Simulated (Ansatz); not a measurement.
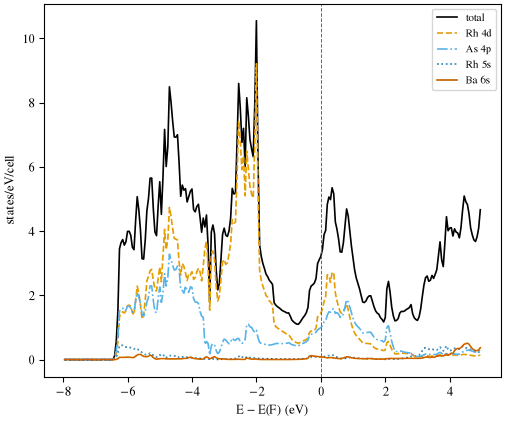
Fig. 1. Total and projected density of states of BaAs$_{2}$Rh$_{2}$ in space group I4/mmm (No. 139; Ba on 2a, As on 4e, Rh on 4d), r²SCAN in the plane-wave PAW code Ansatz

Which orbitals carry the states next to the Fermi level?

Within 0.5 eV of the Fermi level: Rh 4d 47 %, As 4p 32 %, outside the projected shells 15 %. Projections are on Löwdin-orthogonalised atomic valence shells; empty p or d shells of many metals are not among them.

Where is the tallest occupied peak in this window, and what makes it?

Near -2.0 eV, about 11 states/eV per cell; the largest projected share is Rh 4d.

The workflow started from a Materials Project entry (that database holds measured and hypothetical structures alike); the Crystallography Open Database copy checked does not list it. Whether it is the stable phase at ambient conditions was not checked. Symmetry was held in the r²SCAN relaxation; whether a distortion lowers the energy is not shown. No spin polarisation was allowed. Scalar-relativistic: spin–orbit coupling is off unless named, which matters more the heavier the elements.

Potentials: the later of the program's two PAW sets.
